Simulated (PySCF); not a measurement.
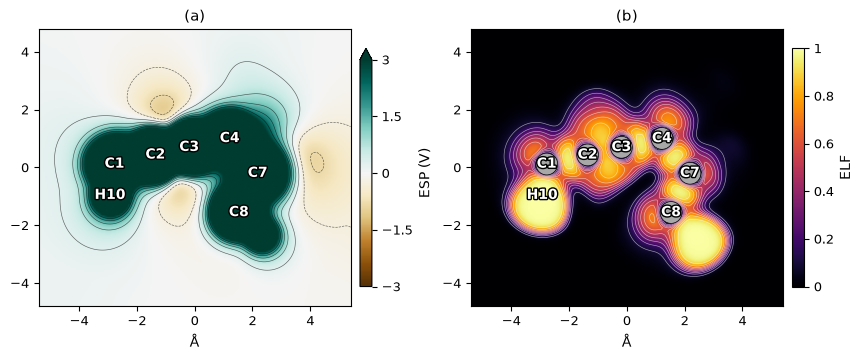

The picture shows: C₆H₁₀OSi. (a) molecular electrostatic potential; (b) electron localisation function on the plane of atoms C3, C4 and C7. Grey discs cover the atomic cores in the ELF map.

Geometry: GFN2-xTB.

Method: PBE0/pcSseg-1, SCF density, gas phase, non-relativistic (PySCF 2.14.0).

```xyz
18

C     3.0071    1.3028    0.2272
C     1.8216    0.4875    0.3910
C     0.8403   -0.1858    0.5452
C    -0.3364   -0.9923    0.6929
Si   -0.9181   -2.1053   -0.7647
O    -2.2382   -1.1380   -0.5611
C    -1.6913   -0.2837    0.4620
C    -1.5994    1.1432   -0.0335
H     3.6438    0.8895   -0.5555
H     2.7245    2.3188   -0.0491
H     3.5711    1.3365    1.1595
H    -0.3123   -1.5013    1.6581
H    -1.1963   -3.4973   -0.4368
H    -0.2436   -1.8969   -2.0389
H    -2.3527   -0.3398    1.3325
H    -1.2001    1.7821    0.7501
H    -2.5871    1.4967   -0.3194
H    -0.9417    1.1896   -0.8980
```

Question: What do the fields say about this system?

Answer: The section cuts through C and H sites.
C–C (1.20 Å): the ELF peaks at about 0.85 between the atoms: a multiple bond.
C–H (1.09 Å): the ELF climbs to about 1 towards the hydrogen, as it does in any bond to H; an ordinary covalent bond to hydrogen.
Outside the dense part of the molecule the potential is most negative (−1.0 V) near C2.
